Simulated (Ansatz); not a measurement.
# CAM-B3LYP/6-31G(d) (spherical functions) run of Si3H8 (trisilane)

Aim: the vertical singlet–triplet gap of Si3H8 (trisilane) at CAM-B3LYP/6-31G* (spherical functions), from 2 runs. 

Program for the calculation: Ansatz 0.2.0.

34 further runs of the same task are left out: 34 set aside as unsound or not needed.

## (1) The structure to begin with

Si3H8: 11 atoms, total charge 0, spin state singlet. SMILES: `[SiH3][SiH2][SiH3]`. The coordinates come from a PBE0-D4/def2-TZVP relaxation.

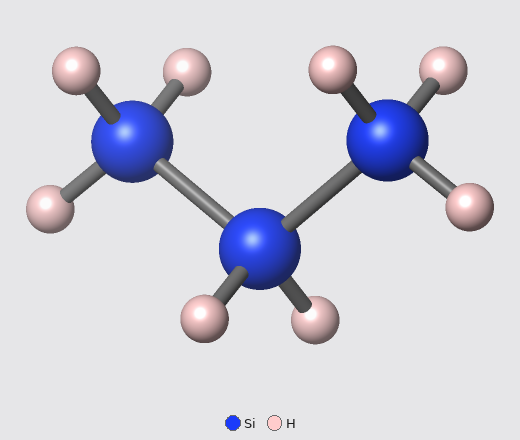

Viewed from a chosen angle; silicon blue, hydrogen pink.

## (2) The energy at CAM-B3LYP/6-31G(d) (spherical functions)

Contents of job.yaml:

```yaml
crystal:
  periodic: [false, false, false]
  atoms:
    - {symbol: Si, position_ang: [-1.292570, 1.366730, -0.525270]}
    - {symbol: Si, position_ang: [-0.462570, -0.807300, -0.296320]}
    - {symbol: Si, position_ang: [1.631930, -0.774400, 0.742750]}
    - {symbol: H, position_ang: [-2.625850, 1.367720, -1.185120]}
    - {symbol: H, position_ang: [-0.354030, 2.180440, -1.344070]}
    - {symbol: H, position_ang: [-1.422540, 2.000090, 0.814640]}
    - {symbol: H, position_ang: [-0.343400, -1.440160, -1.640160]}
    - {symbol: H, position_ang: [-1.410380, -1.620800, 0.516390]}
    - {symbol: H, position_ang: [1.515950, -0.154940, 2.090430]}
    - {symbol: H, position_ang: [2.583820, 0.031780, -0.068050]}
    - {symbol: H, position_ang: [2.179610, -2.149160, 0.894770]}
basis:
  gaussian:
    orbitals: 6-31G_st_-spherical.json
accuracy: high
output: {orbitals: {seedname: orbitals}}
hamiltonian:
  xc: {name: CAM-B3LYP}
```

The basis set 6-31G* is read from a file made from the Basis Set Exchange's data (not shown).

Started as:

```console
$ ansatz run job.yaml --threads 1 --pin off --max-ram 3480MiB --events-out events.jsonl --progress --plain --runs-dir runs
```

Standard output:

```text
Warning: RAYON_NUM_THREADS=1 ignored (pool sized by the plan → 1); use --threads N
Functional definition: CAM-B3LYP
  name "CAM-B3LYP"
  parameter alpha = 0.19
  parameter beta = 0.46
  parameter omega = 0.33/bohr
  parameter ac = 0.81
  exchange = (1 - alpha - beta)*b88_x + beta*b88_x_sr(omega) + alpha*exact_x + beta*exact_x_lr(omega)
  correlation = (1 - ac)*vwn5_c + ac*lyp_c
1621 factors; integrals over basis functions are off by at most 3.4e-9 eV
502 factors; integrals over basis functions are off by at most 2.4e-9 eV
mean field evaluation 1: about -23760.9241 eV, gradient 6.9e0 eV
mean field evaluation 2: about -23761.1480 eV, gradient 1.7e0 eV
mean field evaluation 4: about -23761.1586 eV, gradient 6.6e-1 eV
mean field evaluation 8: about -23761.3280 eV, gradient 4.6e-3 eV
mean field evaluation 16: about -23761.3280 eV, gradient 5.9e-7 eV
mean field -23761.32797630 eV, -873.2126971225 hartree, gradient 2.0e-8 eV, S^2 0.000000; 0 other end points of the search recorded, 0 dependent functions left out
reference -23761.32800118 eV, -873.2126980366 hartree; 25, 25 occupied and 45, 45 virtual orbitals, 1621 factors
Total energy: -23761.32800118 eV, -873.2126980366 hartree
```

Wall time 3.9 s (1 thread of AMD EPYC 9R45 (Zen 5), shared host); peak memory 0.28 GiB.

## (3) The triplet, same level

Contents of molecule.yaml:

```yaml
crystal:
  periodic: [false, false, false]
  atoms:
    - {symbol: Si, position_ang: [-1.292570, 1.366730, -0.525270]}
    - {symbol: Si, position_ang: [-0.462570, -0.807300, -0.296320]}
    - {symbol: Si, position_ang: [1.631930, -0.774400, 0.742750]}
    - {symbol: H, position_ang: [-2.625850, 1.367720, -1.185120]}
    - {symbol: H, position_ang: [-0.354030, 2.180440, -1.344070]}
    - {symbol: H, position_ang: [-1.422540, 2.000090, 0.814640]}
    - {symbol: H, position_ang: [-0.343400, -1.440160, -1.640160]}
    - {symbol: H, position_ang: [-1.410380, -1.620800, 0.516390]}
    - {symbol: H, position_ang: [1.515950, -0.154940, 2.090430]}
    - {symbol: H, position_ang: [2.583820, 0.031780, -0.068050]}
    - {symbol: H, position_ang: [2.179610, -2.149160, 0.894770]}
basis:
  gaussian:
    orbitals: 6-31G_st_-spherical.json
magnetization:
  spin_polarized: true
  initial_magnetization: 2
hamiltonian:
  xc: {name: CAM-B3LYP}
accuracy: high
output:
  orbitals: {seedname: orbitals}
```

The basis set 6-31G* is read from a file made from the Basis Set Exchange's data (not shown).

Started as:

```console
$ ansatz run molecule.yaml --threads 1 --pin off --max-ram 3480MiB --events-out events.jsonl --progress --plain --runs-dir runs
```

Standard output, shortened:

```text
Warning: RAYON_NUM_THREADS=1 ignored (pool sized by the plan → 1); use --threads N
Functional definition: CAM-B3LYP
  name "CAM-B3LYP"
[...]
1620 factors; integrals over basis functions are off by at most 3.4e-9 eV
502 factors; integrals over basis functions are off by at most 2.4e-9 eV
[...]
mean field -23754.90824377 eV, -872.9767763034 hartree, gradient 3.5e-8 eV, S^2 2.004254; 6 other end points of the search recorded, 0 dependent functions left out
reference -23754.90826899 eV, -872.9767772303 hartree; 26, 24 occupied and 44, 46 virtual orbitals, 1620 factors
Total energy: -23754.90826899 eV, -872.9767772303 hartree
```

It took 14 s on 1 thread of AMD EPYC 9R45 (Zen 5), shared host; peak memory 0.42 GiB.

## (4) Summary of results

At CAM-B3LYP/6-31G* (spherical functions):

```
                                        quantity          value
                           singlet: total energy  -873.21270 Eh
                            singlet: HOMO energy       -9.17 eV
                            singlet: LUMO energy        1.24 eV
                          singlet: HOMO–LUMO gap       10.41 eV
                           triplet: total energy  -872.97678 Eh
     triplet: HOMO energy (highest over α and β)       -2.81 eV
                                   triplet: ⟨S²⟩          2.004
vertical energy of the triplet above the singlet       6.420 eV
```

**Reading.** At this shape the triplet lies 6.42 eV (148 kcal/mol) above the singlet.
